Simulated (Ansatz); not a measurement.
# Decaying states in the gap of LiBeF3, part 2 of 3

Aim: relax a made-up compound, LiBeF3, and see how good a tunnel barrier it would be. It is built by putting Be for Ba in the BaLiF3 structure of space group Pm-3m, with the volume rescaled by atomic radii. The parent structure comes from the Materials Project.

Ansatz 0.2.0; PBE DFT, plane waves, PAW files (the session's first sound run).

So far. Step 2 (Relaxing the new crystal): The largest force component on a free atom ends at 5.1e-30 eV/Å.

The structure was built from a prototype and need not be the compound's stable phase.

## 3. The bulk crystal and its band edges

The energy window and the wavevectors of the next steps follow from the band edges, so these are searched first, off the mesh as well.

input.yaml reads:

```yaml
crystal:
  lattice:
    - [3.5409019286, 0.0, 0.0]
    - [0.0, 3.5409019286, 0.0]
    - [0.0, 0.0, 3.5409019286]
  atoms:
    - { symbol: Be, position: [0.0, 0.0, 0.0] }
    - { symbol: Li, position: [0.5, 0.5, 0.5] }
    - { symbol: F, position: [0.0, 0.5, 0.5] }
    - { symbol: F, position: [0.5, 0.5, 0.0] }
    - { symbol: F, position: [0.5, 0.0, 0.5] }
kpoints:
  mp_grid: { grid: [8, 8, 8] }
  band_path: { path: [VBM, CBM], npoints: 30 }
scf:
  occupations: { method: fixed }
hamiltonian:
  xc: pbe
output:
  eigenvalues: true
  write_potential: true
  write_density: true
  volumetric_format: npy
  elf: true
```

On the command line:

```
$ ansatz run input.yaml --threads 2 --pin off --max-ram 4096MiB --backend cpu --events-out ev --progress --plain --runs-dir out
```

Numbers of over 12 decimals in the logs are rounded to 6 here.

Log:

```text
[...]
Crystal: 5 atoms, lattice volume = 44.396 Å³
Basis set: ecut = 420 eV, 895 PW (Γ)
Bands: 18, of which v1, the nominal top of the filled ones, is band 13 counted from 1 (12 counted from 0)
Symmetry: 48 space group operations
[...]
k-points: 35 of 512
[...]
SCF iter   1: F=—  HF=-2723.004759 eV  |F-HF|=—  |Δ(HF+E_count)|=         —  Δρ=3.43e-3  dr2=5.46e-3  ethr=1.77e-3  ⟨swp⟩=4.7  Hψ=2922  notcnv=0  defer=82
[...]
SCF iter   6: F=-2723.002461 eV  HF=-2723.002461 eV  |F-HF|=3.41e-8  |Δ(HF+E_count)|=   3.18e-6  Δρ=8.89e-6  dr2=3.34e-8  ethr=3.85e-10  ⟨swp⟩=5.8  Hψ=2740  notcnv=0
SCF 1 converged in 6 iterations: F = -2723.002461 eV  dr2 = 3.34e-8
[...]
NSCF: frozen V_eff on 20 k-points
[...]
SCF converged after 6 iterations
Free energy (F): -2723.002461 eV
[...]
Internal energy: -2723.002461 eV  (E = F + TS)
E sigma→0 (E₀):  -2723.002461 eV
Fermi energy:    2.436363 eV
[...]
--- Band table (eV; the first three rows and the last of 35) ---
  k-point 0: bands = [... 9 lower, 1.4463, 2.0825, 2.0825, 2.0825, 4.0375, 11.3022, 11.3022, 11.3022, ... 1 higher]
  k-point 1: bands = [... 9 lower, 1.3940, 1.7951, 2.0385, 2.0385, 4.4729, 10.8218, 11.1785, 11.1785, ... 1 higher]
  k-point 2: bands = [... 9 lower, 1.2356, 1.3477, 1.9727, 1.9727, 5.3674, 9.8117, 10.8964, 10.8964, ... 1 higher]
  k-point 34: bands = [... 9 lower, 2.2202, 2.4364, 2.4364, 2.4364, 5.6315, 10.6775, 10.6775, 10.6775, ... 1 higher]
```

Wall time 1.6 s (2 threads of Arm Neoverse V2, shared host); peak memory 0.29 GiB; 3 s of CPU time.

Numbers from this step:

* free energy: -2723.0025 eV
* Fermi energy: 2.436 eV
* gap on the k-mesh: 1.601 eV
* gap on path: 1.601 eV, by band count; negative where bands overlap
* direct gap on path: 1.955 eV
* edge places on path: 0, 1.537 1/A along the path

The electronic bands at the labelled points (eV, zero at the Fermi level (highest filled level under fixed occupations); v1 is the highest filled band, c1 the lowest empty one):

```tsv
point	v4	v3	v2	v1	c1	c2	c3	c4
VBM	-0.22	0.00	0.00	0.00	3.20	8.24	8.24	8.24
CBM	-0.99	-0.35	-0.35	-0.35	1.60	8.87	8.87	8.87
```

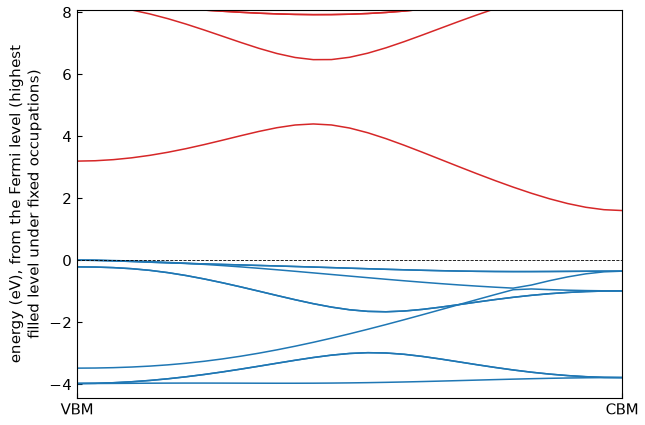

Electronic bands along the path; lines of filled and empty bands in two colours.

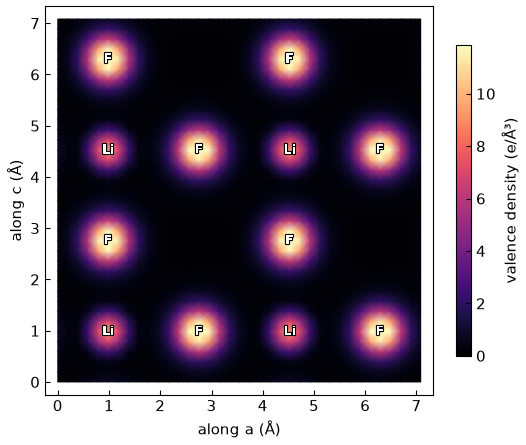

Valence density in the ac plane at fractional y = 0.500, with atoms of Li and F within 0.2 Å of it. It is the smooth field of the valence electrons, not physical close to the nuclei. The map starts off the cell's origin, so that atoms lie inside it.

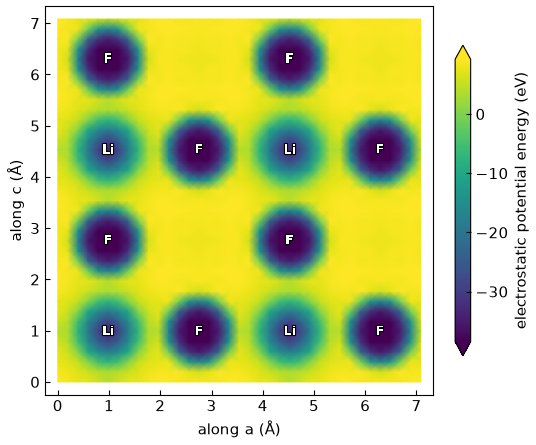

Electrostatic potential energy in the ac plane at fractional y = 0.500, with atoms of Li and F within 0.2 Å of it. With pseudopotentials it is smooth inside the atoms' cores, unlike the true potential. The map starts off the cell's origin, so that atoms lie inside it.

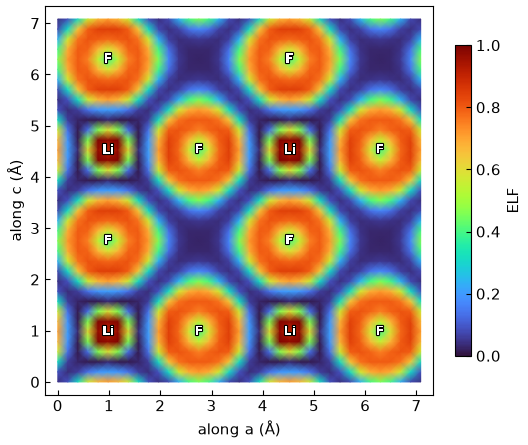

ELF in the ac plane at fractional y = 0.500, with atoms of Li and F within 0.2 Å of it. It is the smooth field of the valence electrons, not physical close to the nuclei. The map starts off the cell's origin, so that atoms lie inside it.

The searched edges give 1.60 eV, as on the mesh.

## 4. Decaying states in the gap

This step: PBE DFT, plane waves, PAW files; complex bands by layer matching along the plane's normal (Ansatz 0.2.0).

The same crystal is laid in a cell whose first two vectors span the (111) plane (indices of the standard conventional cell, whose axes can be ordered otherwise than in the bulk input). At fixed energy and wavevector in the plane the solver finds all kz, real and complex. A few wavevectors are listed, (0, 0) and (0.5, 0) in units of the plane's reciprocal vectors; the slowest state needn't be among them.

input.yaml reads:

```yaml
crystal:
  lattice:
    - [5.00759153, 0.0, 0.0]
    - [2.503795765, 4.336701477, 0.0]
    - [2.503795765, 1.445567159, 2.044340682]
  atoms:
    - { symbol: Be, position: [0.0, 0.0, 0.0] }
    - { symbol: Li, position: [0.5, 0.5, 0.5] }
    - { symbol: F, position: [0.5, 0.5, 0.0] }
    - { symbol: F, position: [0.5, 0.0, 0.0] }
    - { symbol: F, position: [0.0, 0.5, 0.0] }
kpoints:
  mp_grid: { grid: [12, 12, 12] }
scf:
  occupations: { method: fixed }
hamiltonian:
  xc: pbe
output:
  eigenvalues: true
  transmission:
    leads: [[0, 0]]
    kpoints: [[0.0, 0.0], [0.5, 0.0]]
    e_range: [-1.0, 2.6]
    de: 0.06
```

Log:

```text
basis.fft_grid_basis auto: the FFT boxes are laid along the combinations [[1, 0, -1], [0, 1, -1], [0, 0, 1]] of the cell's own vectors, 3.541, 3.541 and 3.541 Å long. The dense box has 24×24×24 points. Along the cell's own vectors, as sized, it would have 36×36×24, 2.25 times as many. basis.fft_grid_basis: typed keeps the cell's own vectors: state it where this run's energies or levels are differenced outside the engine with another run's, or held beside a run that keeps those vectors.
[...]
Crystal: 5 atoms, lattice volume = 44.396 Å³
Basis set: ecut = 420 eV, 895 PW (Γ), FFT grids on a1−a3, a2−a3, a3
Bands: 18, of which v1, the nominal top of the filled ones, is band 13 counted from 1 (12 counted from 0)
Symmetry: 48 space group operations
[...]
k-points: 84 of 1728
[...]
SCF iter   1: F=—  HF=-2723.005092 eV  |F-HF|=—  |Δ(HF+E_count)|=         —  Δρ=3.48e-3  dr2=5.59e-3  ethr=1.77e-3  ⟨swp⟩=4.6  Hψ=7017  notcnv=0  defer=209
[...]
SCF iter   6: F=-2723.002709 eV  HF=-2723.002709 eV  |F-HF|=3.62e-8  |Δ(HF+E_count)|=   3.31e-6  Δρ=9.08e-6  dr2=3.51e-8  ethr=3.85e-10  ⟨swp⟩=6.0  Hψ=6563  notcnv=0
SCF 1 converged in 6 iterations: F = -2723.002709 eV  dr2 = 3.51e-8
[...]
transmission: 3 of 6 steps passed
transmission: 6 of 6 steps passed
SCF converged after 6 iterations
Free energy (F): -2723.002709 eV
[...]
Internal energy: -2723.002709 eV  (E = F + TS)
E sigma→0 (E₀):  -2723.002709 eV
Fermi energy:    2.436374 eV
[...]
--- Band table (eV; the first three rows and the last of 84) ---
  k-point 0: bands = [... 9 lower, 1.4463, 2.0825, 2.0825, 2.0825, 4.0375, 11.3022, 11.3022, 11.3022, ... 1 higher]
  k-point 1: bands = [... 9 lower, 1.5083, 1.6345, 2.0690, 2.0690, 4.5955, 10.8952, 11.0313, 11.0313, ... 1 higher]
  k-point 2: bands = [... 9 lower, 0.9208, 1.6806, 2.0976, 2.0976, 5.6866, 9.9159, 10.5947, 10.5947, ... 1 higher]
  k-point 83: bands = [... 9 lower, 0.7675, 1.5650, 1.9553, 1.9855, 7.3472, 8.6687, 9.9716, 10.1362, ... 1 higher]
--- Transmission ---
  basis      : 199 plane waves across, 3 finite elements along
  points     : 2, as listed
  energies   : 61 from -1.000000 to 2.600000 eV about the Fermi level, 0.060000 eV apart; the leads are filled to 0.800579 eV, and channels, transmission and decay are at 0.800000 eV
  crystal 0  : Be1F3Li1, at the sites [0, 0], period 2.0443 Å: whole cells are its period
    offset         : up to 0.0000 Å between an atom of the period and one for which it stands
    channels       : 0.000000e0 a spin
    conductance    : none, the energies end too early or step too widely for 300 K: set another output.transmission.e_range or a lower de, or, where they end at an eighth of basis.ecutwfc, a higher one
    slowest decay  : 0.2205 /Å at (0.0000, 0.0000)
```

Run time: 20 s. Hardware: 2 threads; peak memory 0.53 GiB.

This step gave:

* free energy: -2723.0027 eV
* level to which the leads are filled: 0.8006 eV from the Fermi level
* decay constant at the filling level, zone centre: 0.2205 Å⁻¹
* decay constant at the filling level, slowest listed point: 0.2205 Å⁻¹

K parallel (0, 0); values up to 1.5 1/Å, a degenerate pair printed once or twice; energies at which all values exceed this have no row. Im kz of the slowest decaying states against energy, zero at the highest filled level on the SCF mesh:

```tsv
energy (eV)	decay 1 (Å⁻¹)	decay 2 (Å⁻¹)	decay 3 (Å⁻¹)	decay 4 (Å⁻¹)
-1.000	0.0997	0.755	0.814	0.945
-0.520	0.380	0.734	0.961	-
0.020	0.0945	0.135	0.183	0.456
0.500	0.226	0.364	0.579	0.615
0.980	0.207	0.476	0.616	0.666
1.520	0.0863	0.551	0.563	0.745
2.000	0.477	0.622	0.807	1.03
2.480	0.379	0.670	0.866	1.06
```

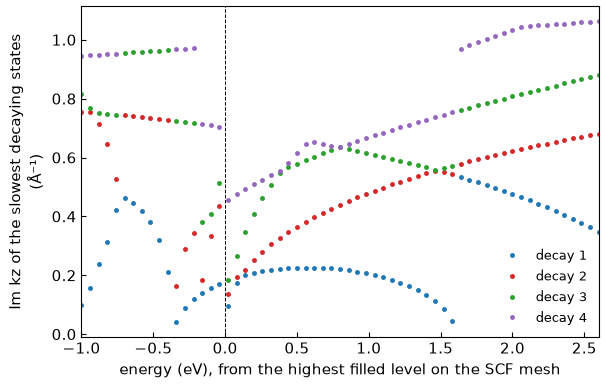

Im kz of the slowest decaying states against energy.

K parallel (0, 0). The Re kz of states that move upwards by energy, zero at the highest filled level on the SCF mesh:

```tsv
energy (eV)	channel 1 (Å⁻¹)	channel 2 (Å⁻¹)	channel 3 (Å⁻¹)	channel 4 (Å⁻¹)	channel 5 (Å⁻¹)
-1.000	-0.322	-0.0667	-0.0667	1.02	1.02
-0.520	-0.144	0.762	1.22	1.22	-
0.020	-	-	-	-	-
0.500	-	-	-	-	-
0.980	-	-	-	-	-
1.520	-	-	-	-	-
2.000	0.211	-	-	-	-
2.480	0.338	-	-	-	-
```

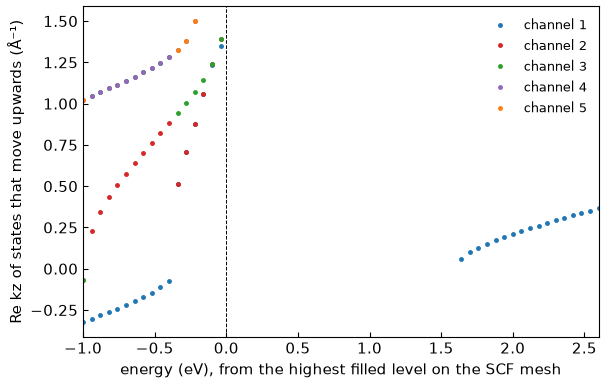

Re kz of states that move upwards, plotted against energy.

K parallel (0.5, 0); values up to 1.5 1/Å, a degenerate pair printed once or twice; energies at which all values exceed this have no row. Table of Im kz of the slowest decaying states by energy, zero at the highest filled level on the SCF mesh:

```tsv
energy (eV)	decay 1 (Å⁻¹)	decay 2 (Å⁻¹)	decay 3 (Å⁻¹)	decay 4 (Å⁻¹)
-1.0000	0.170	0.170	0.885	1.06
-0.7600	0.145	0.220	0.938	0.952
-0.5200	0.185	0.336	1.00	1.01
-0.2200	0.101	0.118	0.249	0.287
0.0200	0.158	0.259	0.372	0.416
0.2600	0.342	0.356	0.431	0.510
0.5000	0.401	0.454	0.477	0.582
0.7400	0.447	0.515	0.524	0.641
0.9800	0.484	0.548	0.580	0.691
1.2200	0.515	0.576	0.627	0.736
1.5200	0.547	0.609	0.676	0.786
1.7600	0.567	0.634	0.709	0.821
2.0000	0.583	0.659	0.738	0.854
2.2400	0.595	0.687	0.764	0.835
2.4800	0.601	0.719	0.787	0.808
```

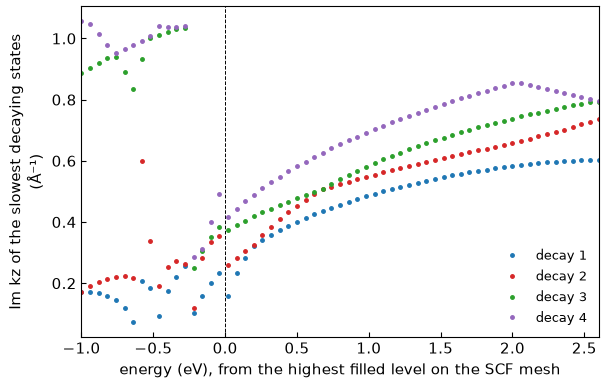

Im kz of the slowest decaying states against energy.

At the listed wavevectors the last open channel is at -0.04 eV and the next at +1.64 eV on the grid. At +0.80 eV, the grid energy nearest the filling level (the middle of the gap on the SCF mesh), the slowest state at the listed wavevectors decays with κ = 0.221 Å⁻¹, its amplitude falling by e over 4.5 Å. Through 1 nm of this crystal that state's transmission falls by exp(−2 × 0.221 Å⁻¹ × 10 Å) = 0.012.

## 5. Decay over the two-dimensional zone

The listed points could miss the slowest state, so one energy near mid-gap is solved on a mesh of 12×12.

Edit input.yaml of step 4 so:

```diff
@@ -19,6 +19,2 @@
   eigenvalues: true
-  transmission:
-    leads: [[0, 0]]
-    kpoints: [[0.0, 0.0], [0.5, 0.0]]
-    e_range: [-1.0, 2.6]
-    de: 0.06
+  transmission: { leads: [[0, 0]], kmesh: [12, 12], e_range: [0.8, 0.81], de: 0.05 }
```

Log:

```text
[...]
Crystal: 5 atoms, lattice volume = 44.396 Å³
Basis set: ecut = 420 eV, 895 PW (Γ), FFT grids on a1−a3, a2−a3, a3
Bands: 18, of which v1, the nominal top of the filled ones, is band 13 counted from 1 (12 counted from 0)
Symmetry: 48 space group operations
[...]
k-points: 84 of 1728
[...]
SCF iter   1: F=—  HF=-2723.005092 eV  |F-HF|=—  |Δ(HF+E_count)|=         —  Δρ=3.48e-3  dr2=5.59e-3  ethr=1.77e-3  ⟨swp⟩=4.6  Hψ=7017  notcnv=0  defer=209
[...]
SCF iter   6: F=-2723.002709 eV  HF=-2723.002709 eV  |F-HF|=3.62e-8  |Δ(HF+E_count)|=   3.31e-6  Δρ=9.08e-6  dr2=3.51e-8  ethr=3.85e-10  ⟨swp⟩=6.0  Hψ=6563  notcnv=0
SCF 1 converged in 6 iterations: F = -2723.002709 eV  dr2 = 3.51e-8
[...]
transmission: 12 of 57 steps passed
transmission: 24 of 57 steps passed
[...]
transmission: 57 of 57 steps passed
SCF converged after 6 iterations
Free energy (F): -2723.002709 eV
[...]
Internal energy: -2723.002709 eV  (E = F + TS)
E sigma→0 (E₀):  -2723.002709 eV
Fermi energy:    2.436374 eV
[...]
--- Band table (eV; the first three rows and the last of 84) ---
  k-point 0: bands = [... 9 lower, 1.4463, 2.0825, 2.0825, 2.0825, 4.0375, 11.3022, 11.3022, 11.3022, ... 1 higher]
  k-point 1: bands = [... 9 lower, 1.5083, 1.6345, 2.0690, 2.0690, 4.5955, 10.8952, 11.0313, 11.0313, ... 1 higher]
  k-point 2: bands = [... 9 lower, 0.9208, 1.6806, 2.0976, 2.0976, 5.6866, 9.9159, 10.5947, 10.5947, ... 1 higher]
  k-point 83: bands = [... 9 lower, 0.7675, 1.5650, 1.9553, 1.9855, 7.3472, 8.6687, 9.9716, 10.1362, ... 1 higher]
--- Transmission ---
  basis      : 199 plane waves across, 3 finite elements along
  points     : 19, standing for a mesh of 12 x 12
  energies   : 1 from 0.800000 to 0.800000 eV about the Fermi level; the leads are filled to 0.800579 eV, and channels, transmission and decay are at 0.800000 eV
  crystal 0  : Be1F3Li1, at the sites [0, 0], period 2.0443 Å: whole cells are its period
[...]
channels       : 0.000000e0 a spin
    conductance    : none, crystal 0 has no channel at the energies, or these end too early or step too widely for 300 K: set another output.transmission.e_range or a lower de, or, where they end at an eighth of basis.ecutwfc, a higher one
    slowest decay  : 0.2205 /Å at (0.0000, 0.0000)
```

It took 9.9 s on 2 threads; peak memory 0.46 GiB.

This step gave:

```yaml
least_decay_constant_on_the_mesh: 0.2205 Å⁻¹
```

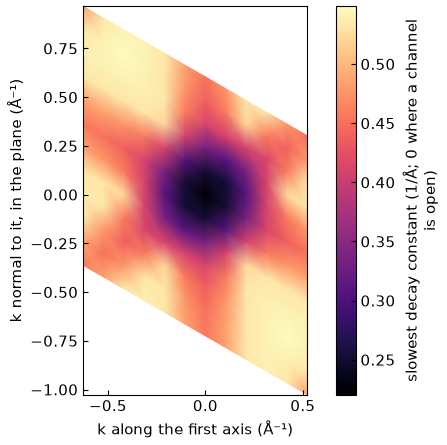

Slowest decay constant (1/Å; 0 where a channel is open) over k1 and k2. At 0.8000 eV from the Fermi level.

The least value on the mesh is 0.221 Å⁻¹ at +0.80 eV. At that energy the listed points give about 0.221 Å⁻¹ by interpolation, so the mesh holds no clearly slower state.

[end of part 2 of 3]

[Logs are printed without paths, hosts, clocks, repeated set-up lines and the standing remarks that a program may print on its own settings, such as how far it seeks lower states.]

[Hosts, paths, dates, database ids (printed as entryN), source tags and the programs' standing remarks are cut or masked in the printed files.]
